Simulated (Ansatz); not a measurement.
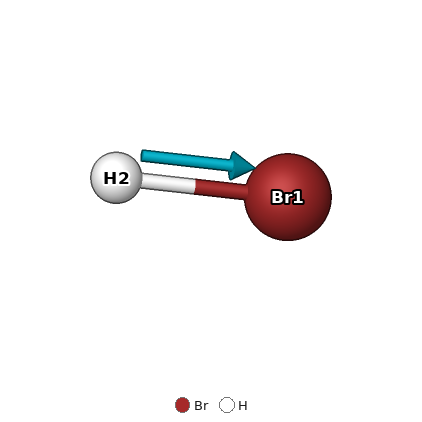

The arrows show one normal mode. Harmonic vibrations computed with RKS PBE0-D4/def2-TZVP (Ansatz 0.2.0) at a stationary point of the same level.

> What kind of motion is it?

Mostly Br–H stretching.

> At what wavenumber does it lie?

2668 cm⁻¹; it is mode 1 of 1 counted from the lowest.
